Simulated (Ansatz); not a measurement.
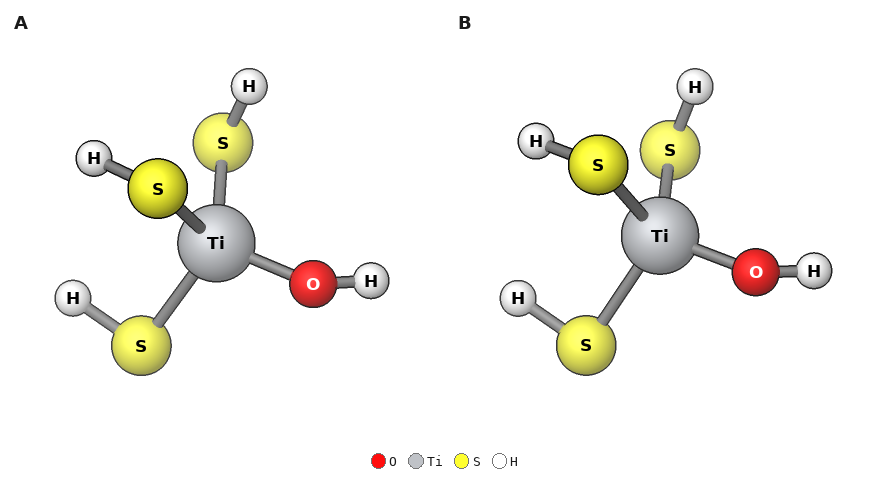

Distant atoms are faded towards the background colour. Charge 0, singlet. The computed structure is the end point of a PBE0-D4/def2-TZVP optimisation.

> Can A be turned into B by a rotation alone?

Yes. They are the same structure, H4OS3Ti ([OH][Ti]([SH])([SH])[SH]), seen from two directions: a rotation takes one into the other. The geometry is chiral (C1), so its mirror image would differ.
